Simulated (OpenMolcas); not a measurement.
How basis sets differ on C2H3B (BH2(CCH))

The species is C2H3B (6 atoms), meant as a singlet with charge 0. As SMILES, `[H]B([H])C#C`. Geometry: relaxed at GFN2-xTB.

Quantity: the dipole moment, in D. The values are calculated.

```tsv
level	kind	program	value (D)
HF/STO-3G	Hartree–Fock	OpenMolcas	0.67
HF/3-21G	Hartree–Fock	OpenMolcas	0.95
HF/cc-pVDZ	Hartree–Fock	OpenMolcas	0.82
HF/def2-SVP	Hartree–Fock	OpenMolcas	0.83
HF/aug-pc-1 (Cholesky decomposition)	Hartree–Fock	OpenMolcas	0.77
```

The values span 0.67 to 0.95 D. Magnitudes only: a small dipole may point the other way at some levels. Sets without polarisation functions give poor dipoles. Without the sets that lack polarisation functions the rows with a basis span only 0.77 to 0.83 D.

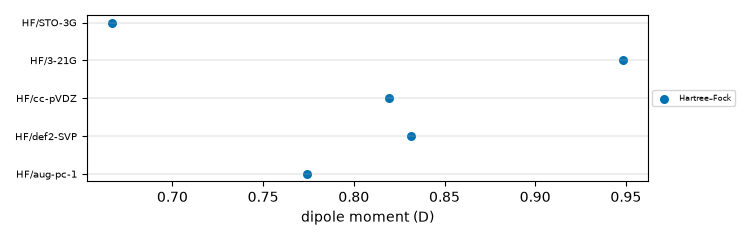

The values of the table, level by level.
